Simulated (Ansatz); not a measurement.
# HF (SMILES F): CCSD(T)/3-21G

Aim: the electronic atomisation energy of HF at CCSD(T)/3-21G, from 3 runs. 

The results are computed with Ansatz 0.2.0.

57 further runs of the same task are left out: 1 that didn't finish, 56 set aside as unsound or not needed.

### 1 Starting point

The species is HF (2 atoms), meant as a singlet with charge 0. As SMILES, `F`. The coordinates come from a PBE0-D4/def2-TZVP relaxation.

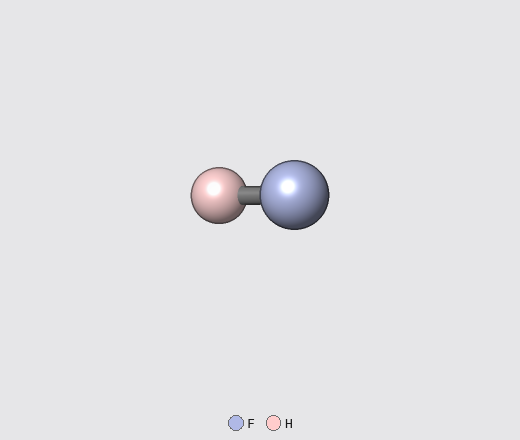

Viewed from a chosen angle; fluorine light blue, hydrogen pink.

### 2 The energy at CCSD(T)/3-21G

The input, job.yaml:

```yaml
crystal:
  periodic: [false, false, false]
  atoms:
    - symbol: F
      position_ang: [-0.390000, 0.144600, -0.196400]
    - symbol: H
      position_ang: [0.390000, -0.144600, 0.196400]
basis:
  gaussian:
    orbitals: 3-21G.json
correlation:
  method: ccsd_t
  frozen_orbitals: {F: 1, H: 0}
accuracy: high
scf:
  omitted_lower_state_checks: [cluster_reference, increment]
```

The basis set 3-21G is read from a file made from the Basis Set Exchange's data (not shown).

The run is started by

```sh
$ ansatz run job.yaml --threads 1 --pin off --max-ram 2610MiB --events-out events.jsonl --progress --plain --runs-dir runs
```

What it wrote:

```text
Warning: RAYON_NUM_THREADS=1 ignored (pool sized by the plan → 1); use --threads N
Functional definition: HF
  name "HF"
  exchange = exact_x
  correlation = 0
these checks for a lower state are left out or cut short: cluster_reference, increment
151 factors; integrals over basis functions are off by at most 4.4e-9 eV
mean field evaluation 1: about -2705.5403 eV, gradient 2.2e1 eV
mean field evaluation 2: about -2705.5402 eV, gradient 2.2e1 eV
mean field evaluation 4: about -2706.4346 eV, gradient 1.3e0 eV
mean field evaluation 8: about -2706.4412 eV, gradient 2.0e-6 eV
mean field evaluation 16: about -2706.4412 eV, gradient 6.4e-9 eV
mean field -2706.44119919 eV, -99.4598795786 hartree, gradient 6.4e-9 eV, S^2 0.000000; 0 other end points of the search recorded, 0 dependent functions left out
1 core orbitals not correlated: weight in the atoms' cores, before any rotation towards them, 1.000 or more for the frozen orbitals, at most 0.000 for the correlated occupied ones
reference -2706.44119919 eV, -99.4598795786 hartree; 4, 4 occupied and 6, 6 virtual orbitals, 151 factors
second order -3.28260120 eV of doubles, -0.00000000 eV of singles
cycle   1  -3.31495622 eV  change   -3.2e-2 eV  update   2.2e-2
cycle   2  -3.38121629 eV  change   -6.6e-2 eV  update   7.6e-3
cycle   3  -3.38458783 eV  change   -3.4e-3 eV  update   1.5e-3
cycle   4  -3.38407737 eV  change    5.1e-4 eV  update   3.4e-4
cycle   5  -3.38396207 eV  change    1.2e-4 eV  update   7.5e-5
cycle   6  -3.38392914 eV  change    3.3e-5 eV  update   1.3e-5
cycle   7  -3.38392906 eV  change    7.9e-8 eV  update   2.3e-6
cycle   8  -3.38392903 eV  change    3.1e-8 eV  update   2.1e-7
cycle   9  -3.38392906 eV  change   -2.4e-8 eV  update   3.9e-8
cycle  10  -3.38392908 eV  change   -2.6e-8 eV  update   1.1e-8
cycle  11  -3.38392907 eV  change    8.6e-9 eV  update   5.1e-9
cycle  12  -3.38392875 eV  change    3.3e-7 eV  update   2.8e-8
cycle  13  -3.38392873 eV  change    1.5e-8 eV  update   5.6e-9
cycle  14  -3.38392873 eV  change    4.2e-9 eV  update   1.2e-9
cycle  15  -3.38392873 eV  change  -3.8e-10 eV  update  3.9e-10
perturbative correction -0.01510269 eV, -0.0005550136 hartree
Total energy: -2709.84023061 eV, -99.5847916793 hartree
Checks for a lower state left out: cluster_reference, increment
```

Wall time 0.1 s (1 thread of Arm Neoverse V2, shared host).

### 3 The F atom

The input, job.yaml:

```yaml
basis:
  gaussian:
    orbitals: 3-21G.json
crystal:
  periodic: [false, false, false]
  atoms:
    - {symbol: F, position_ang: [0.000000, 0.000000, 0.000000]}
correlation:
  method: ccsd_t
  frozen_orbitals: {F: 1}
scf:
  omitted_lower_state_checks: [cluster_reference, increment]
magnetization:
  spin_polarized: true
  initial_magnetization: 1
accuracy: high
```

The basis set 3-21G is read from a file made from the Basis Set Exchange's data (not shown).

Run the same way, it converges to -98.92831 Eh (log not shown).

### 4 The H atom: a single-point energy at UHF/3-21G

The input, job.yaml:

```yaml
crystal:
  periodic: [false, false, false]
  atoms:
    - {symbol: H, position_ang: [0.000000, 0.000000, 0.000000]}
basis:
  gaussian:
    orbitals: 3-21G.json
magnetization:
  spin_polarized: true
  initial_magnetization: 1
accuracy: high
hamiltonian:
  xc: hf
```

The basis set 3-21G is read from a file made from the Basis Set Exchange's data (not shown).

Run the same way, it converges to -0.49620 Eh (log not shown).

### 5 Outcome

At CCSD(T)/3-21G, 1 core orbital frozen:

| quantity | value |
| --- | --- |
| molecule: total energy | -99.58479 Eh |
| molecule: correlation energy (1 core orbital frozen) | -124.9 mEh |
| molecule: (T) correction | -0.56 mEh |
| molecule: T1 diagnostic | 0.005 |
| F atom: total energy | -98.92831 Eh |
| F atom: correlation energy (1 core orbital frozen) | -83.3 mEh |
| F atom: (T) correction | -0.02 mEh |
| F atom: ⟨S²⟩ of the reference determinant | 0.750 |
| F atom: T1 diagnostic | 0.000 |
| H atom: total energy | -0.49620 Eh |
| H atom: ⟨S²⟩ | 0.750 |
| electronic atomisation energy | 4.361 eV |

In words: Taking the molecule apart into free atoms costs 4.36 eV (421 kJ/mol), before zero-point energy and without spin-orbit coupling. The basis has no polarisation functions, which makes bonds too weak. The triples (molecule) make up 0.4 % of the correlation energy. The triples (F atom) make up 0.0 % of the correlation energy.
